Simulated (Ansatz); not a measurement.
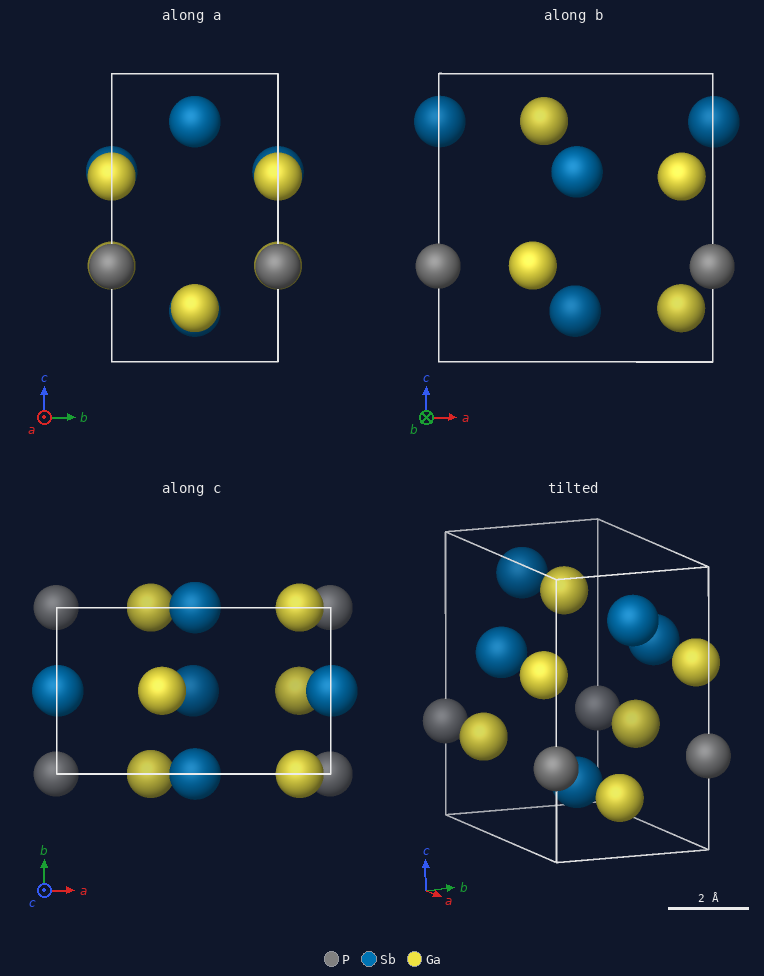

A spheres-only rendering, viewed along the a axis, along the b axis, along the c axis and slightly off an axis. Atoms at the boundary of the conventional unit cell (the box) are drawn once for each face, edge or corner they touch.

Lattice parameters: a = 6.9247 Å, b = 4.2046 Å, c = 7.2824 Å, α = 90.000°, β = 90.058°, γ = 90.000°.

Question: Convert the drawing into a CIF with its space group and independent sites, with free fractional coordinates to two decimals.

Answer:
```cif
data_structure
_symmetry_space_group_name_H-M 'P m'
_symmetry_Int_Tables_number 6
_cell_length_a 6.9247
_cell_length_b 4.2046
_cell_length_c 7.2824
_cell_angle_alpha 90.000
_cell_angle_beta 90.058
_cell_angle_gamma 90.000
_cell_volume 212.03
loop_
_atom_site_label
_atom_site_type_symbol
_atom_site_symmetry_multiplicity
_atom_site_Wyckoff_symbol
_atom_site_fract_x
_atom_site_fract_y
_atom_site_fract_z
_atom_site_occupancy
P1 P 1 a 0.00 0.00 0.33 1
Sb1 Sb 1 b 0.00 0.50 0.83 1
Sb2 Sb 1 b 0.50 0.50 0.18 1
Sb3 Sb 1 a 0.50 0.00 0.66 1
Ga1 Ga 1 a 0.34 0.00 0.33 1
Ga2 Ga 1 b 0.38 0.50 0.84 1
Ga3 Ga 1 b 0.88 0.50 0.19 1
Ga4 Ga 1 a 0.89 0.00 0.64 1
```

The model was built from a structure type filled with these elements by a generator (whether the compound takes this form wasn't checked). Earlier steps of the study may have refined or changed the cell and positions. A calculation with Ansatz used it as input.
